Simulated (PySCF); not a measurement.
Consider C₄H₃F₃ (charge +1, doublet).

```yaml
atoms:
  - { symbol: C, position_ang: [2.1043, -0.3124, 0.6933] }
  - { symbol: C, position_ang: [0.9460, -0.0871, 0.0514] }
  - { symbol: C, position_ang: [-0.3088, -0.0048, -0.2428] }
  - { symbol: C, position_ang: [-1.7846, 0.1940, -0.3569] }
  - { symbol: F, position_ang: [-2.2512, -0.1854, 0.8275] }
  - { symbol: F, position_ang: [-2.3216, -0.5430, -1.3086] }
  - { symbol: F, position_ang: [-2.0892, 1.4646, -0.5672] }
  - { symbol: H, position_ang: [2.0605, -0.6458, 1.7270] }
  - { symbol: H, position_ang: [3.0773, -0.1679, 0.2423] }
  - { symbol: H, position_ang: [0.7618, 0.2821, -1.1155] }
```

Geometry: GFN2-xTB.

Theory: DFT single point, gas phase, functional PBE0 (PySCF 2.14.0, density-fitted response routines).

Predict the electron density, electron localisation function and spin density between the atoms.

Answer. C–C (1.29 Å): ρ at the midpoint is about 2.4 e/Å³; the ELF peaks at about 0.90 between the atoms: a multiple bond.
C–F (1.33 Å): ρ is about 2.5 e/Å³ halfway; the ELF peaks at about 0.85 between the atoms: a polar covalent bond.
C–H (1.08 Å): ρ is about 2.1 e/Å³ halfway; the ELF climbs to about 1 towards the hydrogen, as it does in any bond to H: an ordinary covalent bond to hydrogen.
C–C (1.34 Å): ρ is about 2.3 e/Å³ halfway; the ELF peaks at about 0.95 between the atoms: a multiple bond.
The unpaired spin (1 electron) lies mostly on C1 (about 0.5) and C3 (about 0.4), in electrons by Hirshfeld's partition.

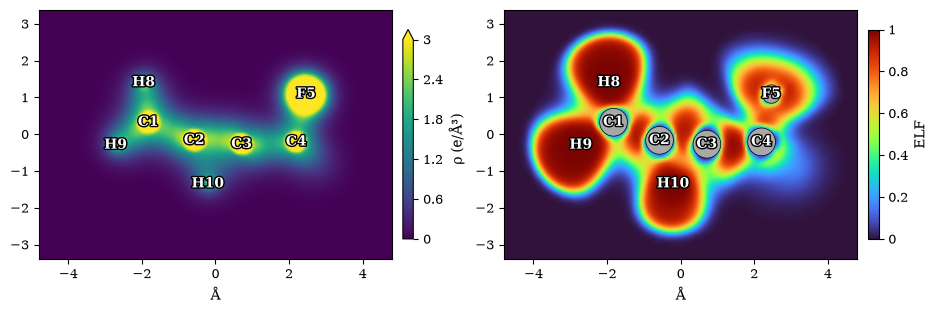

Computed electron density and electron localisation function on the plane of atoms C2, C1 and H8, in this order. Grey discs cover the atomic cores in the ELF map. 
